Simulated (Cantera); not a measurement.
Feed: 1 mol BN, 1.5 mol O2, a varied amount of N2, held at 1700 K and 1200 Pa.

Method: chemical equilibrium by Gibbs-energy minimisation in Cantera with the NASA 1993 tables (ideal gas, pure condensed phases). Candidate condensed phases: B, BN, B2O3; 17 gas species. Equilibrium is a limit: real reactors are often held back by kinetics, nucleation or transport.

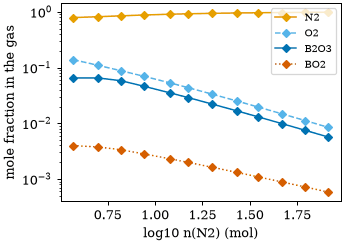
Figure: Equilibrium gas composition (values under 1e-9 drawn at 1e-9)

Q: Read off the mole fractions at 6.6 mol N2.

A: N2 about 0.85, O2 about 0.088, B2O3 about 0.058, BO2 about 0.0034.
